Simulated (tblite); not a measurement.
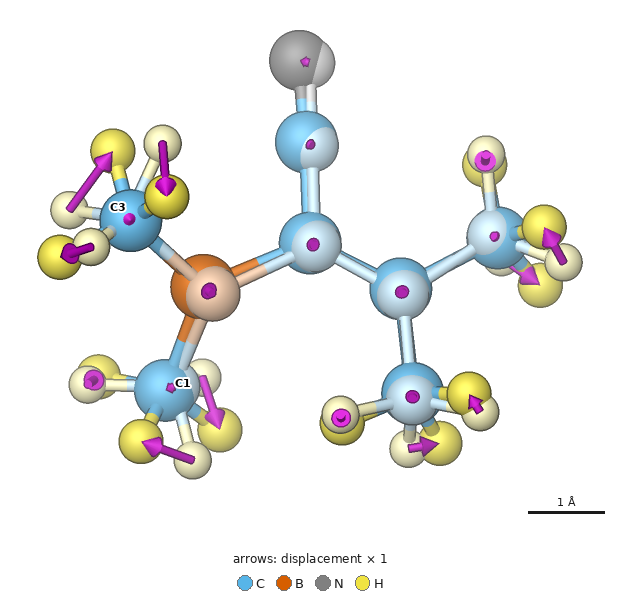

This is a relaxation of C$_{7}$H$_{12}$BN. The starting structure is drawn faded, the final one solid; purple arrows show the displacements, at their true length. The two geometries are superimposed by the best rigid fit.

The picture is a ball-and-stick view, seen face on.

Method: GFN2-xTB geometry optimisation, gas phase (tblite). 

What did the optimiser do to the structure, and how much energy did it gain?

The energy falls by 0.893 eV in 173 geometry steps. The largest move after the best rigid fit is that of an H atom, 1.17 Å. Largest moves by element: H 1.17 Å, B 0.28 Å, C 0.19 Å, N 0.13 Å. Among the contacts that change: C–H 1.135 → 1.090 Å, C–N 1.185 → 1.149 Å, C–C 1.434 → 1.413 Å, C–C 1.331 → 1.349 Å. Among the angles between lasting bonds that change: C–C–C 115.3° → 122.9°, C–C–C 121.4° → 114.6°, B–C–H 108.6° → 115.1°. Groups turn about C–C by about 40°. Cost: 1.4 s on 1 thread of Intel(R) Xeon(R) 6975P-C, with other jobs on the host.
